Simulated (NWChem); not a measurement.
# CAM-B3LYP/jun-cc-pV(D+d)Z run of AlH3S (SMILES [AlH2][SH])

What is the electronic atomisation energy of AlH3S at CAM-B3LYP/jun-cc-pV(D+d)Z? 

The results are computed with NWChem 7.3.0.

## 1. Starting point

The species is AlH3S (5 atoms), meant as a singlet with charge 0. As SMILES, `[AlH2][SH]`. Geometry: relaxed at PBE0-D4/def2-TZVP.

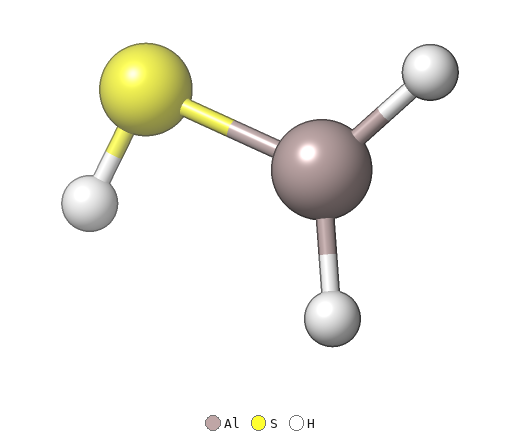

The structure, seen from a chosen angle (aluminium light grey, sulfur yellow, hydrogen white).

## 2. The energy at CAM-B3LYP/jun-cc-pV(D+d)Z (run 1)

alh3s.nw reads:

```
start alh3s
title "AlH3S"
memory 2200 mb

geometry units angstrom noautosym nocenter noautoz
 Al      -0.616100      -0.064200      -0.181700
 S        1.129100      -0.343100       1.096600
 H       -1.981700      -0.650100       0.351100
 H       -0.441100       0.696000      -1.556400
 H        1.959700       0.287800       0.249000
end

basis "ao basis" spherical bse
 * library "jun-cc-pV(D+d)Z"
end

dft
 xc xcamb88 1.00 lyp 0.81 vwn_5 0.19 hfexch 1.00
 cam 0.33 cam_alpha 0.19 cam_beta 0.46
 grid fine
 convergence energy 1e-08
 direct
 maxiter 100
 mulliken
 print low
end

task dft energy
```

Run with:

```sh
nwchem alh3s.nw > alh3s.out
```

What it wrote:

```text
[...]
 d= 0,ls=0.0,diis     1   -642.4388228972 -7.16D+02  7.43D-03  1.83D-01     2.9
[...]
 d= 0,ls=0.0,diis     8   -642.4650290719 -1.82D-09  5.42D-07  2.30D-09    20.7
         Total DFT energy =     -642.465029071853
      One electron energy =    -1035.795828971572
           Coulomb energy =      364.971709173825
    Exchange-Corr. energy =      -45.455814352177
 Nuclear repulsion energy =       73.814905078071
[...]
      Total Density - Mulliken Population Analysis
     ---------------------------------------------
    Atom       Charge   Shell Charges
 -----------   ------   -------------------------------------------------------
    1 Al  13    12.66   2.00  2.03  0.73  0.28  0.02  6.01  1.00  0.37  0.00  0.01  0.21
    2 S   16    16.22   2.00  2.03  0.93  0.83  0.05  6.01  2.41  1.86  0.07  0.00  0.05
    3 H    1     1.11   0.71  0.39  0.01
    4 H    1     1.11   0.71  0.39  0.01
    5 H    1     0.90   0.70  0.17  0.04
[...]
```

It took 21 s on 1 thread of Intel Xeon 6975P-C (Granite Rapids), shared host; peak memory 0.11 GiB.

## 3. The Al atom, same level (run 2)

m1.nw reads:

```
start m1
title "Al"
memory 2200 mb

geometry noautosym nocenter noautoz
 Al    0.000000    0.000000    0.000000
end

basis spherical bse
 * library "jun-cc-pV(D+d)Z"
end

dft
 xc xcamb88 1.00 lyp 0.81 vwn_5 0.19 hfexch 1.00
 cam 0.33 cam_alpha 0.19 cam_beta 0.46
 mult 2
 grid fine
 convergence energy 1e-08
 direct
 iterations 100
 mulliken
 print low
end

task dft energy
```

Run the same way, it converges to -242.36353 Eh (log not shown).

Run 3 isn't shown in full; the table further down has it.

## 4. The S atom at the same level (run 4)

a.nw reads:

```
start a
memory 2200 mb

geometry noautosym nocenter noautoz
  S     0.000000    0.000000    0.000000
end

basis spherical bse
  * library "jun-cc-pV(D+d)Z"
end

dft
  xc xcamb88 1.00 lyp 0.81 vwn_5 0.19 hfexch 1.00
  cam 0.33 cam_alpha 0.19 cam_beta 0.46
  mult 3
  grid fine
  convergence energy 1e-08
  direct
  iterations 100
  mulliken
  noprint "final vectors analysis"
end

task dft
```

Run the same way, it converges to -398.12223 Eh (log not shown).

## 5. All runs side by side

```csv
run,level,partner,energy (Eh),wall time
1,CAM-B3LYP/jun-cc-pV(D+d)Z,base,-642.465029,21 s
2,UCAM-B3LYP/jun-cc-pV(D+d)Z,atoms,-242.363530,1.9 s
3,UCAM-B3LYP/jun-cc-pV(D+d)Z,atoms,-0.497894,0.64 s
4,UCAM-B3LYP/jun-cc-pV(D+d)Z,atoms,-398.122229,1.8 s
```

## 6. Results

Level: CAM-B3LYP/jun-cc-pV(D+d)Z.

| quantity | value |
| --- | --- |
| S atom: total energy | -398.12223 Eh |
| S atom: ⟨S²⟩ | 2.003 |
| electronic atomisation energy | 13.214 eV |

**Reading.** Taking the molecule apart into free atoms costs 13.21 eV (1275 kJ/mol), before zero-point energy and without spin-orbit coupling. All runs together took 26 s, the longest 21 s.
